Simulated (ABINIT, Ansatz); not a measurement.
# Converging GW for Be3N2 (R3m) in ABINIT, part 2 of 2

Aim: raise bands and screening cutoff together for Be3N2 (R3m) and follow gap and time.

ABINIT 10.8.3; LDA and many-body steps on it, plane waves. Known limits of the many-body steps: not at the basis limit.

So far. Step 3 (Screening, 4×4×4 mesh, 23 bands, screening to 76.2 eV): Local fields lower ε∞ by 5 %. Step 4 (23 bands, 76.2 eV): The gap on the mesh goes from 2.73 eV to 4.30 eV, a correction of +1.57 eV.

## 6. 52 bands, 141.5 eV

This step: G0W0 on LDA, plane waves, norm-conserving pseudopotentials.

run.abi

```
acell 3*1.0 Angstrom
rprim 
  1.419805055509 0.819724830995 4.866215662800
  -1.419805055509 0.819724830995 4.866215662800
  -0.000000000000 -1.639449661990 4.866215662800
ntypat 2
znucl 4 7
natom 5
typat 1 1 1 2 2
xred 
  0.859001080000 0.859001080000 0.859001080000
  0.317694560000 0.317694560000 0.317694560000
  0.088806770000 0.088806770000 0.088806770000
  0.204162680000 0.204162680000 0.204162680000
  0.708434910000 0.708434910000 0.708434910000
pp_dirpath "pseudos"
pseudos "Be.upf, N.upf"
ecut 38
ngkpt 4 4 4
nshiftk 1
shiftk 0 0 0
kptopt 1
chksymbreak 0
istwfk *1
occopt 1
irdwfk 1
optdriver 4
nband 52
gwcalctyp 0
ecutsigx 38
symsigma 1
nkptgw 2
kptgw 
  0.0000000000 0.0000000000 0.0000000000
  0.5000000000 0.5000000000 0.0000000000
bdgw 
  10 13
  10 13
ecuteps 5.2
irdscr 1
ppmodel 1
indata_prefix "in"
outdata_prefix "out"
tmpdata_prefix "tmp"
```

Started as:

```sh
$ OMP_NUM_THREADS=1 mpirun -n 4 abinit run.abi > log
```

The log of the run:

```text
.Version 10.8.3 of ABINIT. v10.8.2 released Aug 2026.

 Symmetries : space group R3 m (#160); Bravais hR (rhombohedral)
[... echo of the input left out ...]
== DATASET  1 ==================================================================
-   mpi_nproc: 4, omp_nthreads: 1 (-1 if OMP is not activated)

--- !DatasetInfo
iteration_state: {dtset: 1, }
dimensions: {natom: 5, nkpt: 13, mband: 52, nsppol: 1, nspinor: 1, nspden: 1, mpw: 2590, }
cutoff_energies: {ecut:  38.0, pawecutdg:  -1.0, }
electrons: {nelect:   2.20000000E+01, charge:   0.00000000E+00, occopt:   1.00000000E+00, tsmear:   1.00000000E-02, }

 SIGMA: Calculation of the GW corrections

 Based on a program developped by R.W. Godby, V. Olevano, G. Onida, and L. Reining.
 Incorporated in ABINIT by V. Olevano, G.-M. Rignanese, and M. Torrent.
.Using double precision arithmetic ; gwpc =  8

[... cell and pseudopotentials left out ...]
--------------------------------------------------------------------------------

 ==== K-mesh for the wavefunctions ====
 Number of points in the irreducible wedge :    13
[... list of points left out ...]
 Together with  6 symmetry operations and time-reversal symmetry
 yields    64 points in the full Brillouin Zone.

 ==== Q-mesh for screening function ====
 Number of points in the irreducible wedge :    13
[... list of points left out ...]
 Together with  6 symmetry operations and time-reversal symmetry
 yields    64 points in the full Brillouin Zone.

 vcoul_init : cutoff-mode = AUXILIARY_FUNCTION
 q-points for optical limit:   1
     1)      0.000010    0.000020    0.000030
 setmesh: FFT mesh size selected  =    54x   54x   54
          total number of points  =       157464

 Number of electrons calculated from density =   22.0000; Expected =   22.0000
[...]
number of omega for Sigma on real axis              0
 max omega for Sigma on real axis  [eV]           0.00
 zcut for avoiding poles [eV]                     0.10

 EPSILON^-1 parameters (SCR file):
 dimension of the eps^-1 matrix on file            129
 dimension of the eps^-1 matrix used               129
 number of plane-waves for wavefunctions          2557
 number of bands                                    52
 number of q-points in IBZ                          13
 number of frequencies                               2
 number of real frequencies                          1
 number of imag frequencies                          1

 matrix elements of self-energy operator (all in [eV])

 Perturbative Calculation

--- !SelfEnergy_ee
iteration_state: {dtset: 1, }
kpoint     : [   0.000,    0.000,    0.000, ]
spin       : 1
KS_gap     :    6.136
QP_gap     :    7.716
Delta_QP_KS:    1.580
data: !SigmaeeData |
     Band     E0 <VxcDFT>   SigX SigC(E0)      Z dSigC/dE  Sig(E)    E-E0       E
       10   5.933 -17.556 -21.694   3.619   0.807  -0.239 -17.975  -0.419   5.514
       11   5.933 -17.556 -21.694   3.619   0.807  -0.239 -17.975  -0.419   5.514
       12  12.069 -13.924  -8.230  -4.281   0.821  -0.217 -12.764   1.160  13.229
[...]
--- !SelfEnergy_ee
iteration_state: {dtset: 1, }
kpoint     : [   0.500,    0.500,    0.000, ]
spin       : 1
KS_gap     :    3.792
QP_gap     :    5.251
Delta_QP_KS:    1.459
data: !SigmaeeData |
     Band     E0 <VxcDFT>   SigX SigC(E0)      Z dSigC/dE  Sig(E)    E-E0       E
[...]
12   8.664 -11.330  -6.467  -3.657   0.844  -0.185 -10.313   1.018   9.682
       13  13.575 -11.850  -5.860  -4.316   0.842  -0.188 -10.441   1.409  14.984

== END DATASET(S) ==============================================================
================================================================================

 -outvars: echo values of variables after computation  --------
           etotal      0.0000000000E+00
            nband          52
             nkpt          13
          spgroup         160
 [... the other variables as echoed above ...]

 Calculation completed.
```

Elapsed: 5.3 s, on 4 MPI ranks of Arm Neoverse V2, shared host; peak memory 0.67 GiB; 21 s of CPU time.

This step gave:

* G0W0 gap on the points computed: 4.168 eV
* starting gap on the mesh: 2.731 eV
* k of the valence top: 0, 0, 0
* k of the conduction bottom: 0.5, 0.5, 0
* Z at the valence top: 0.807
* Z at the conduction bottom: 0.844
* least direct G0W0 gap on the computed points: 5.251 eV

Against G0W0 in ABINIT (4×4×4 mesh, 23 bands, screening to 76.2 eV, Godby-Needs plasmon pole), the gap moves by −0.132 eV.

## 7. Screening, 4×4×4 mesh, 112 bands, screening to 217.7 eV

This step: RPA screening on LDA, plane waves, norm-conserving pseudopotentials.

run.abi, as its differences from that of step 6:

```diff
@@ -26,17 +26,8 @@
 irdwfk 1
-optdriver 4
-nband 52
-gwcalctyp 0
-ecutsigx 38
-symsigma 1
-nkptgw 2
-kptgw 
-  0.0000000000 0.0000000000 0.0000000000
-  0.5000000000 0.5000000000 0.0000000000
-bdgw 
-  10 13
-  10 13
-ecuteps 5.2
-irdscr 1
-ppmodel 1
+optdriver 3
+nband 112
+ecuteps 8
+inclvkb 2
+awtr 1
+symchi 1
 indata_prefix "in"
```

The log of the run:

```text
.Version 10.8.3 of ABINIT. v10.8.2 released Aug 2026.

 Symmetries : space group R3 m (#160); Bravais hR (rhombohedral)
[... echo of the input left out ...]
== DATASET  1 ==================================================================
-   mpi_nproc: 4, omp_nthreads: 1 (-1 if OMP is not activated)

--- !DatasetInfo
iteration_state: {dtset: 1, }
dimensions: {natom: 5, nkpt: 13, mband: 112, nsppol: 1, nspinor: 1, nspden: 1, mpw: 2590, }
cutoff_energies: {ecut:  38.0, pawecutdg:  -1.0, }
[...]
--------------------------------------------------------------------------------
[... chi0 elements left out ...]
 For q-point:  0.000010 0.000020 0.000030
  dielectric constant =   4.7590
  dielectric constant without local fields =   5.1856

  Average fulfillment of the sum rule on Im[epsilon] for q-point    1 :     79.75  [%]
[... wings left out ...]
  q-point number  2        q = ( 0.250000, 0.000000, 0.000000) [r.l.u.]
--------------------------------------------------------------------------------
[... chi0 elements left out ...]
  Average fulfillment of the sum rule on Im[epsilon] for q-point    2 :     85.22  [%]

 [... 11 further q-points ...]
```

Wall time 2 min (4 MPI ranks); peak memory 2.3 GiB.

Numbers from this step:

```yaml
eps_infinity_with_local_fields_on_this_mesh_along_the_program_s_q_direction: 4.759
the_same_without_local_fields: 5.186
plasma_frequency: 29.88 eV
plane_waves_in_the_screening_matrix: 239
```

## 8. 112 bands, 217.7 eV

This step: G0W0 on LDA, plane waves, norm-conserving pseudopotentials.

run.abi, as its differences from that of step 7:

```diff
@@ -26,8 +26,17 @@
 irdwfk 1
-optdriver 3
+optdriver 4
 nband 112
+gwcalctyp 0
+ecutsigx 38
+symsigma 1
+nkptgw 2
+kptgw 
+  0.0000000000 0.0000000000 0.0000000000
+  0.5000000000 0.5000000000 0.0000000000
+bdgw 
+  10 13
+  10 13
 ecuteps 8
-inclvkb 2
-awtr 1
-symchi 1
+irdscr 1
+ppmodel 1
 indata_prefix "in"
```

The log of the run:

```text
.Version 10.8.3 of ABINIT. v10.8.2 released Aug 2026.

 Symmetries : space group R3 m (#160); Bravais hR (rhombohedral)
[... echo of the input left out ...]
== DATASET  1 ==================================================================
-   mpi_nproc: 4, omp_nthreads: 1 (-1 if OMP is not activated)

--- !DatasetInfo
iteration_state: {dtset: 1, }
dimensions: {natom: 5, nkpt: 13, mband: 112, nsppol: 1, nspinor: 1, nspden: 1, mpw: 2590, }
cutoff_energies: {ecut:  38.0, pawecutdg:  -1.0, }
[...]
Band     E0 <VxcDFT>   SigX SigC(E0)      Z dSigC/dE  Sig(E)    E-E0       E
[...]
12   8.664 -11.330  -6.467  -3.951   0.842  -0.188 -10.563   0.768   9.432
       13  13.575 -11.850  -5.860  -4.686   0.839  -0.191 -10.756   1.095  14.670

== END DATASET(S) ==============================================================
================================================================================

 -outvars: echo values of variables after computation  --------
           etotal      0.0000000000E+00
            nband         112
             nkpt          13
          spgroup         160
 [... the other variables as echoed above ...]

 Calculation completed.
```

The job ended after 14 s (4 MPI ranks; peak memory 2 GiB; 55 s of CPU time).

This step gave:

| Property | Result |
| --- | --- |
| G0W0 gap on the points computed | 4.296 eV |
| starting gap on the mesh | 2.731 eV |
| k of the valence top | 0, 0, 0 |
| k of the conduction bottom | 0.5, 0.5, 0 |
| least direct G0W0 gap on the computed points | 5.353 eV |

Against G0W0 in ABINIT (4×4×4 mesh, 52 bands, screening to 141.5 eV, Godby-Needs plasmon pole), the gap moves by +0.128 eV.

## 9. Side by side

Times are wall times on 4 MPI ranks of Arm Neoverse V2, shared host, good to a factor of about two. A run's time includes the screening step that it read.

```csv
run,mesh,bands,screening cutoff (eV),DFT gap (eV),gap on the mesh (eV),direct (eV),ε∞ used,time
"23 bands, 76.2 eV",4×4×4,23,76.2,2.731,4.300,5.427,4.79,13 s
"52 bands, 141.5 eV",4×4×4,52,141.5,2.731,4.168,5.251,4.76,49 s
"112 bands, 217.7 eV",4×4×4,112,217.7,2.731,4.296,5.353,4.76,2.2 min
```

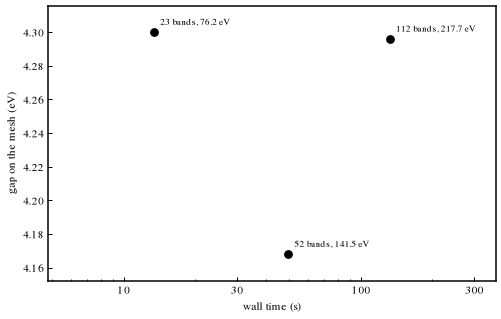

Result against wall time.

## 10. Summary of results

| Item | Value |
| --- | --- |
| 23 bands, 76.2 eV | 4.300 eV |
| 52 bands, 141.5 eV | 4.168 eV |
| 112 bands, 217.7 eV | 4.296 eV |
| known limits | not at the basis limit |

In words: From the first rung to the last the gap moves by −0.004 eV for 9.8 times the time. The gap turns back along the series, so no limit is drawn from it. In the G0W0 runs levels were corrected at 2 k points alone, so a gap called «on the mesh» is the least over those, and an edge elsewhere would be missed.

[Paths, hosts, dates, memory and timing lines, banners, echoed tables and standing remarks are left out of the program output.]

[Logs are printed without paths, hosts, clocks, repeated set-up lines and the standing remarks that a program may print on its own settings, such as how far it seeks lower states.]

[Runs of the session that timed out or met a known fault of the program may be left out.]

[Hosts, paths, dates, database ids (printed as entryN), source tags and the programs' standing remarks are cut or masked in the printed files.]

[G0W0 gaps are taken among the corrected bands and points alone; a level outside them can change the order at an edge.]

[Where Ansatz stands beside ABINIT at settings called matched, ABINIT's density can come from a denser mesh and the files from another edition; pairs whose starting gaps differed by over 0.03 eV were left out, so agreement reads better than it is.]
